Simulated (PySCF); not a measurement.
# C5H10AsB: what the fields show

```csv
atom,x (Å),y (Å),z (Å)
As,2.1923,0.3828,1.0741
B,1.5460,-0.2883,-0.6825
C,0.0166,-0.2126,-1.0938
C,-0.6900,1.0557,-0.7125
C,-1.3866,0.9339,0.4055
C,-1.2777,-0.4486,0.9755
C,-0.6878,-1.2622,-0.1843
H,3.4863,0.9251,0.5447
H,1.5610,1.7381,1.0024
H,2.2564,-0.9525,-1.3459
H,-0.1538,-0.4453,-2.1496
H,-0.5925,1.9477,-1.3097
H,-1.9547,1.7060,0.8960
H,-0.5965,-0.4378,1.8393
H,-2.2364,-0.8434,1.3150
H,-0.0034,-2.0393,0.1641
H,-1.4863,-1.7472,-0.7482
```

Geometry: GFN2-xTB.

Computed with PBE0/def2-SVPD, SCF density, gas phase (PySCF).

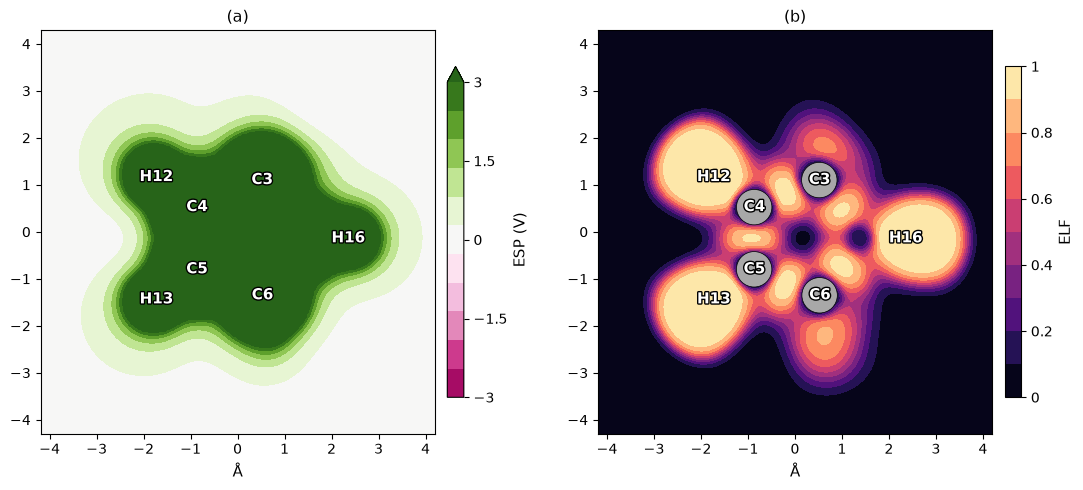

Figure 1. (a) electrostatic potential; (b) ELF on the plane of atoms C3, C4 and H12. Grey discs cover the atomic cores in the ELF map.

**What do the fields say about this system?**

The plane passes through C and H nuclei. C–C (1.32 Å): the ELF peaks at about 0.90 between the atoms: a short, multiple covalent bond. C–H (1.08 Å): the ELF climbs to about 1 towards the hydrogen, as it does in any bond to H; a covalent bond by its length. C–C (1.50 Å): the ELF peaks at about 0.95 between the atoms (a shared electron pair). The potential has no marked negative region in this plane.

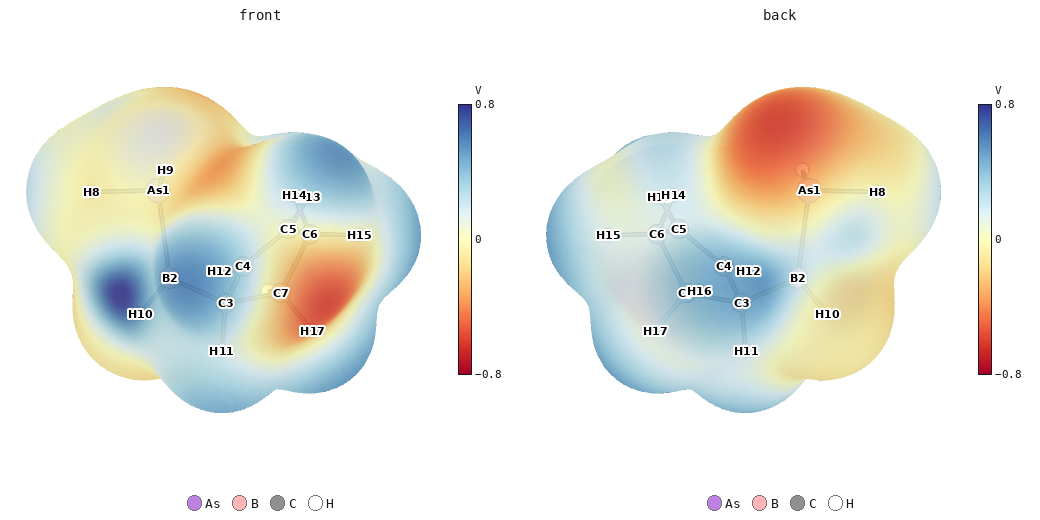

Figure 2. The electrostatic potential painted on the density surface at 0.001 e/bohr³, seen from the front and from behind; the colour scale runs from red (negative) to blue (positive).

**Describe the electrostatic potential map.**

The most negative region (about −0.6 V) lies over As1, C4 and C5, the most positive (about +0.7 V) over B2.
